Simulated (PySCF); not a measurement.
```xyz
2

Cs    0.0000    0.0000   -1.2141
Ge    0.0000    0.0000    2.1829
```

Core potentials replace the inner electrons of Cs.

All numbers below come from PySCF 2.14.0, PBE0/def2-SVP, non-relativistic Hamiltonian with scalar-relativistic core potentials where named, at a bond length of 3.397 Å.

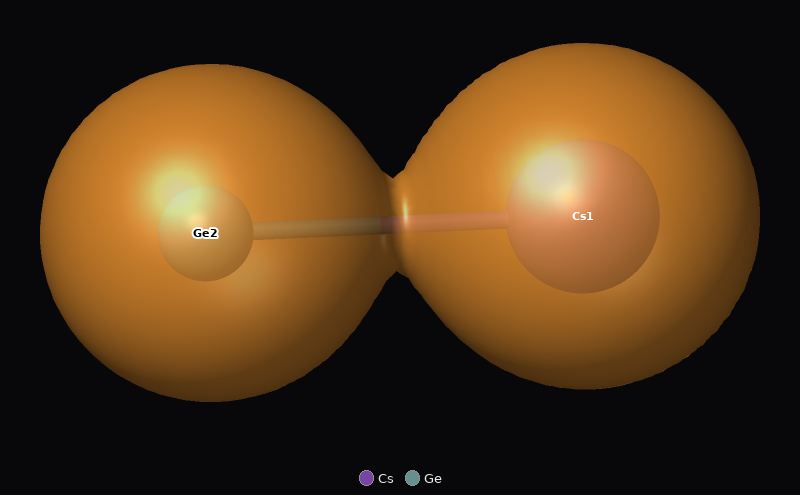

CsGe (quartet). Isosurface of the electron density at 0.1 e/Å³ (orange), seen from one side.

> Which contacts does the surface bridge?

At this value the surface is in one piece. It bridges the sampled Cs–Ge (3.40 Å) contact, where the density stays above the isovalue. On the grid the lowest density along these lines, outside the cores, is 0.12 e/Å³ (Cs–Ge, 3.40 Å).
